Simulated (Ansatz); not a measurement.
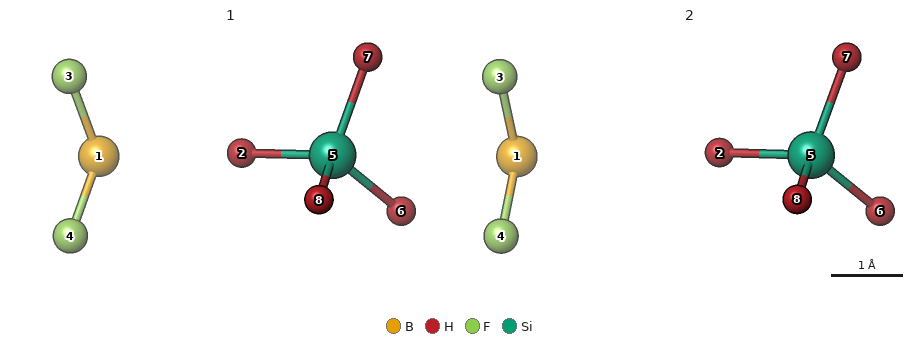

Two geometries of BSiH₄F₂ (multiplicity 2), drawn at one scale. One is the start of a relaxation, the other its converged end. A ball-and-stick model, seen at a tilt.

The calculation used UHF/def2-SVP (Ansatz). (collinear spin; force threshold 0.03 eV/Å; at most 50 steps)

### Which one is relaxed?

Structure 2 is the relaxed one. The run prepares an end point of a later path (reaction) calculation, from a guessed geometry. After 7 geometry steps the energy has fallen by 1.30 kcal/mol. The largest force component goes from 0.28 to 0.019 eV/Å. B1 moves most after the best rigid fit: 0.64 Å. Largest moves by element: B 0.64 Å, F 0.44 Å, H 0.32 Å, Si 0.31 Å. Near-neighbour distances that change, for instance: H2–Si5 1.470 → 1.483 Å.

Limits of the set-up: the start holds two separate molecules, 2.4 Å apart at their closest, whose relative position is a soft coordinate and is computed without a dispersion correction; Hartree-Fock leaves out electron correlation.
